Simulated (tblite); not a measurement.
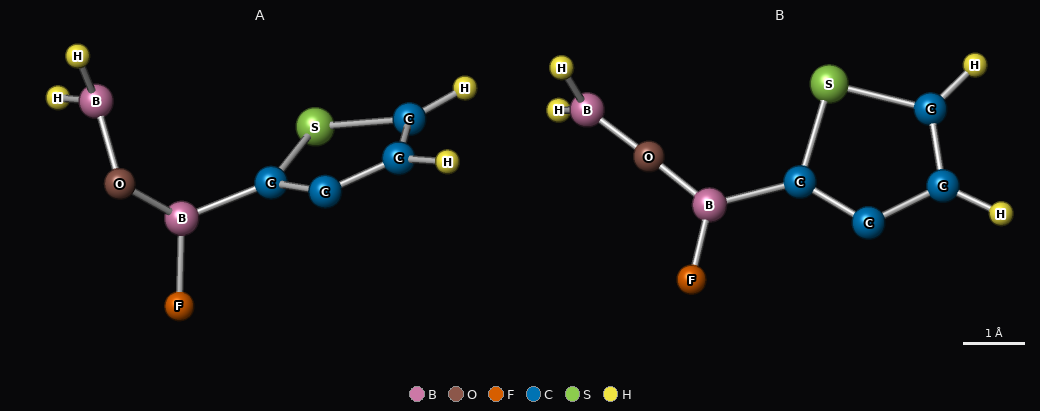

Two geometries of C₄H₄B₂FOS (multiplicity 2), drawn at one scale. One is the start of a relaxation, the other its converged end. Style: ball-and-stick. Shown face on.

Level of theory: tblite, GFN2-xTB geometry optimisation, gas phase. 

Q: Which one is relaxed?

A: Structure B is the relaxed one. An H atom moves most after the best rigid fit: 1.49 Å. Largest moves by element: H 1.49 Å, S 1.36 Å, F 1.24 Å, C 0.77 Å, O 0.77 Å, B 0.64 Å. Near-neighbour distances that change, for instance: B–O 1.486 → 1.303 Å, B–O 1.459 → 1.306 Å, C–S 1.852 → 1.724 Å, B–F 1.457 → 1.347 Å. Among the angles between lasting bonds that change: B–O–B 111.0° → 178.3°, B–C–C 122.9° → 132.4°, F–B–C 112.9° → 118.3°. Over 121 geometry steps the energy falls by 2.314 eV. Cost: 0.77 s on 1 thread of Arm Neoverse V1, on a shared host.
